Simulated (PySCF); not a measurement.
Input

```
{"job": {"kind": "nmr", "xc": "PBE0", "basis": "pcSseg-1"}, "charge": 0, "multiplicity": 1}
Cl    -1.621162     0.994188    -2.029718
C     -1.624394     0.808927    -0.249810
Si    -3.013423    -0.331387     0.497081
C     -1.357285    -1.152717     0.836935
C     -0.615768    -0.202899     0.220887
C      0.796400    -0.102250     0.023048
C      1.545040     0.868632    -0.604225
C      2.889500     0.460243    -0.499485
C      2.869490    -0.721708     0.180826
O      1.618203    -1.070568     0.500254
H     -1.467157     1.809431     0.150125
H     -3.740911     0.262237     1.616389
H     -3.887299    -0.917931    -0.510048
H     -0.977661    -2.033374     1.326552
H      1.171537     1.752280    -1.079578
H      3.751403     0.972170    -0.875848
H      3.656490    -1.383243     0.486705
```

Command:

```sh
OMP_NUM_THREADS=1 python probes_run.py task.json out
```

Geometry: GFN2-xTB.

Theory: PBE0/pcSseg-1, SCF density, gas phase, non-relativistic in PySCF 2.14.0.

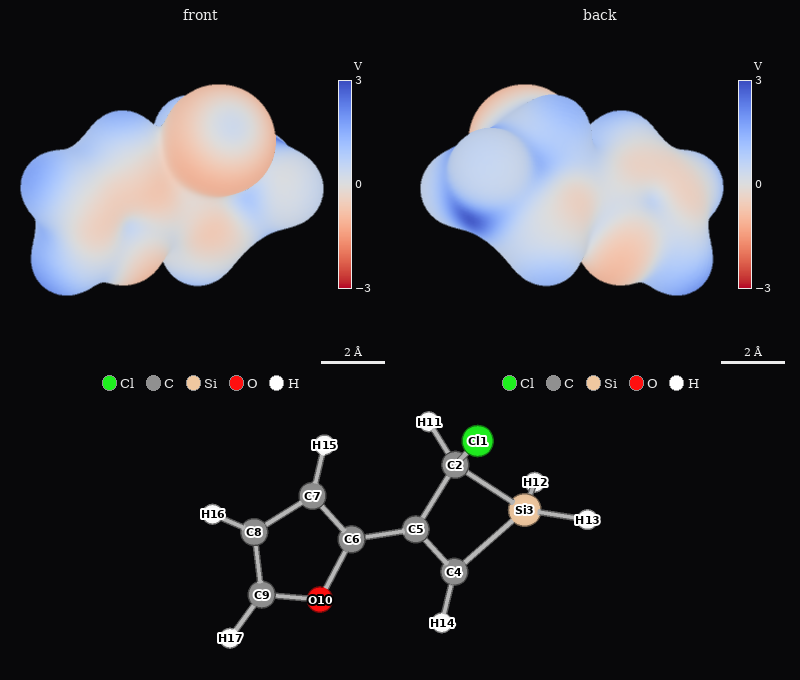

C7H7ClOSi (SMILES Cl[C@H]1[SiH2]C=C1c1ccco1). The molecular electrostatic potential painted on the density surface at 0.004 e/bohr³, seen from the front and from behind; the colour scale runs from red (negative) to blue (positive). The bare structure is drawn below in the same view.

Where is the surface potential most negative and most positive?

The most negative region (about −1.0 V, or −23 kcal/mol for a unit charge) lies over Cl1, the most positive (about +2.4 V, or +55 kcal/mol for a unit charge) over Si3. Cl1 shows a σ-hole: about +0.3 V, or +7 kcal/mol for a unit charge at the tip opposite its bond, against about −0.6 V, or −14 kcal/mol for a unit charge on its flanks.

What dipole moment does the calculation give?

Its dipole moment is 1.86 D.
